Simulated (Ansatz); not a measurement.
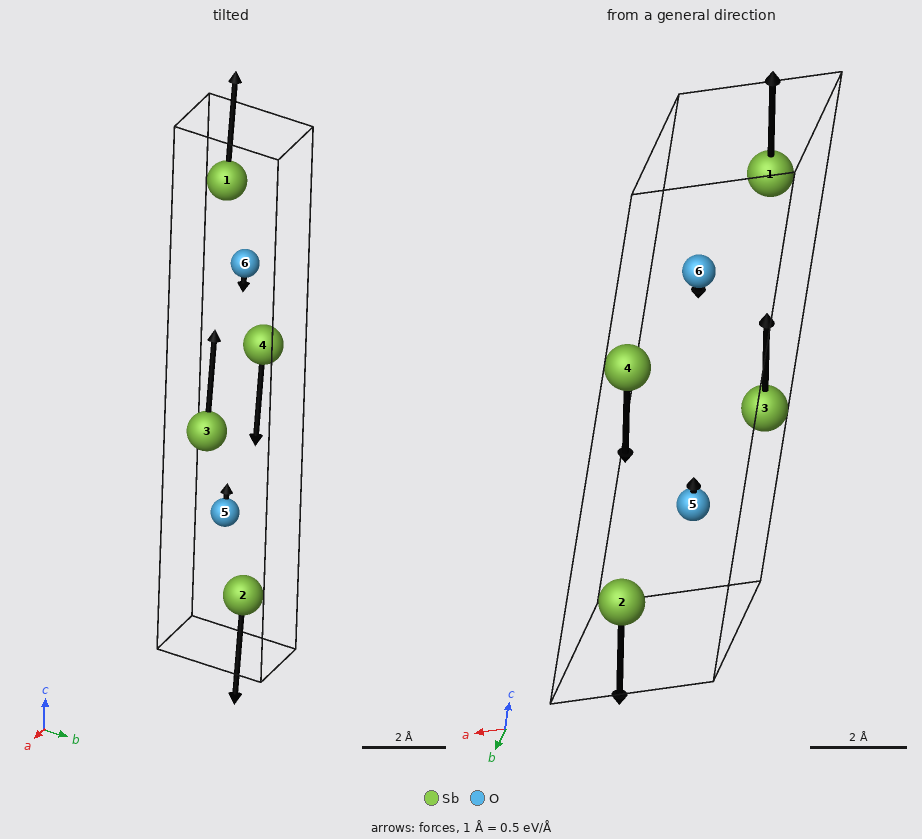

Spheres-only representation of a periodic structure, projected slightly off an axis and from a general direction. The frame is the simulation cell; atoms at its boundary are shown with their periodic copies. The arrows are the computed forces on the atoms.

System: Sb2O. All computed values are from DFT, PAW plane waves, PBE in Ansatz 0.2.0. Settings: plane waves up to 420 eV, a 9×9×9 mesh of k-points, Fermi-Dirac smearing of 0.12 eV, no spin polarisation.

Are the forces small enough to call this converged?

Answer. No. The atoms still feel forces of up to about 1.2 eV/Å, far above a usual threshold of 0.01 to 0.03 eV/Å.

The geometry is that of a generated cell, made by putting these elements into a known structure type (the compound may or may not exist in this form), without relaxation. It went into a calculation with Ansatz.
